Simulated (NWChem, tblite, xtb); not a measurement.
## A ladder of methods for CH5ClGe (SMILES [H][Ge]([H])([CH3])[Cl])

CH5ClGe: 8 atoms, total charge 0, spin state singlet. As SMILES, `[H][Ge]([H])([CH3])[Cl]`. Geometry: a GFN2-xTB relaxation, a rough one for these elements and not checked as a minimum.

Quantity: the dipole moment, in D. The values are calculated.

| level | kind | program | value (D) | CPU time |
| --- | --- | --- | --- | --- |
| GFN2-xTB | semi-empirical | xtb | 2.13 | under 2 s |
| IPEA1-xTB | semi-empirical | tblite | 3.29 | under 2 s |
| GFN0-xTB | semi-empirical | xtb | 1.42 | under 2 s |
| GFN1-xTB | semi-empirical | xtb | 2.08 | under 2 s |
| HF/3-21G | Hartree–Fock | NWChem | 3.30 | 4.1 s |
| BLYP/6-31G | GGA | NWChem | 2.80 | 25 s |
| B3LYP/STO-3G | global hybrid | NWChem | 2.61 | 8.8 s |
| B3LYP/6-31G* (spherical functions) | global hybrid | NWChem | 2.35 | 30 s |
| B3LYP/6-31G* (Cartesian functions) | global hybrid | NWChem | 2.34 | 35 s |

All-electron rows without a relativistic Hamiltonian named are non-relativistic. The values span 1.42 to 3.30 D. Magnitudes only. Sets without polarisation functions give poor dipoles. CPU times are rough (shared hosts, several kinds of processor and program).

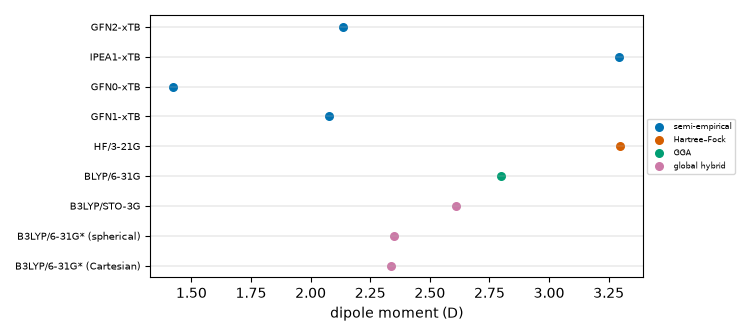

The values of the table, level by level.
